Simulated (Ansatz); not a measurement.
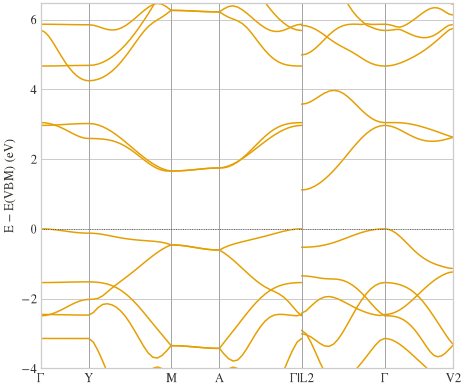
Band structure from the program Ansatz at the PBE level (PAW)

The gap is 0.48 eV; an edge lies off the plotted path or next to a special point (maximum at Γ, minimum off the standard path).

The material is C in space group C2/c (No. 15; C on 8f, C on 8f).

The start of the workflow was typed in or built on a structure type; neither database checked (COD, Materials Project) lists it. It is not the phase usual at ambient conditions (space group No. 194, 227). Symmetry was held in the PBE relaxation; whether a distortion lowers the energy is not shown. The volume moved by 147 % from the start of the relaxation.

Potentials: the earlier of the program's two PAW sets.
